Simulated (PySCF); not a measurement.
SMILES F[Si](F)(c1ccc(C(F)(F)F)cc1)F (C7H4F6Si) at its GFN2-xTB optimised geometry (Å):

```
18

F     -1.8936    -3.1282    -1.2932
C     -1.6918    -2.6996    -0.0316
F     -2.9036    -2.6230     0.5363
F     -1.0342    -3.6844     0.5975
C     -0.9488    -1.3922     0.0000
C     -1.6549    -0.1970    -0.0097
C     -0.9643     1.0001    -0.0097
C      0.4313     1.0252    -0.0039
Si     1.3530     2.6508     0.0054
F      0.8309     3.6844    -1.0770
F      2.9036     2.4804    -0.2718
F      1.2629     3.4426     1.3765
C      1.1194    -0.1890     0.0000
C      0.4394    -1.3922     0.0000
H     -2.7340    -0.2073    -0.0119
H     -1.5158     1.9276    -0.0164
H      2.1984    -0.1916     0.0008
H      0.9789    -2.3268     0.0054
```

Calculation: B3LYP/def2-SVP in PySCF. Cells within 0.4 Å of a nucleus heavier than hydrogen are left out (blank, or x).

Map of the deformation density (molecule minus spherical neutral atoms) (e/bohr³) on the plane z = 0.0 Å:

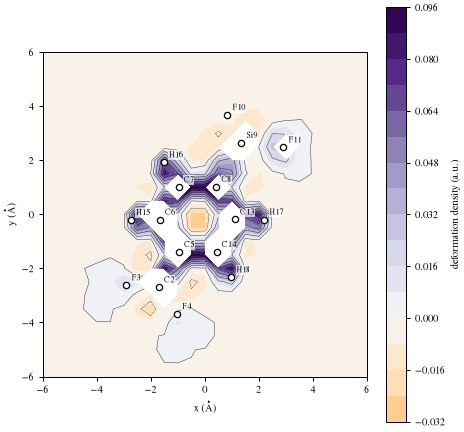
Fig. 1. Deformation density (molecule minus spherical neutral atoms) (e/bohr³) on the plane z = 0.0 Å.
